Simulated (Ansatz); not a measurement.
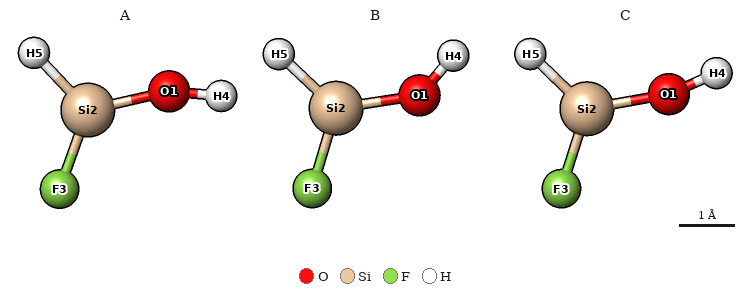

3 geometries from a converged minimum-energy path of SiH$_{2}$OF (charge +1), shuffled. Style: ball-and-stick. Shown face on.

Level of theory: Ansatz 0.2.0, RKS r2SCANh-D4/def2-SVP. Set-up: 5 movable images; climbing image; force threshold 0.03 eV/Å; iteration limit 60; starting path by image-dependent pair potential.

> One of them is the converged climbing image. Which?

C. In order along the path, whose images run from 0 to 6: A (image 2, +0.050 eV), C (image 4, +0.097 eV), B (image 6, +0.082 eV). The motion is an in-plane inversion: the angle Si2–O1–H4 opens from 137° to 178° on the way and closes on the other side (139° at the end). No bond forms or breaks between the ends. Bond angles that change up to the highest image, for instance: Si2–O1–H4 136.7° → 166.2°, O1–Si2–H5 119.1° → 125.4°.

Cost: 65 s on 1 thread of Arm Neoverse V1, on a shared host, peak memory 0.11 GiB.
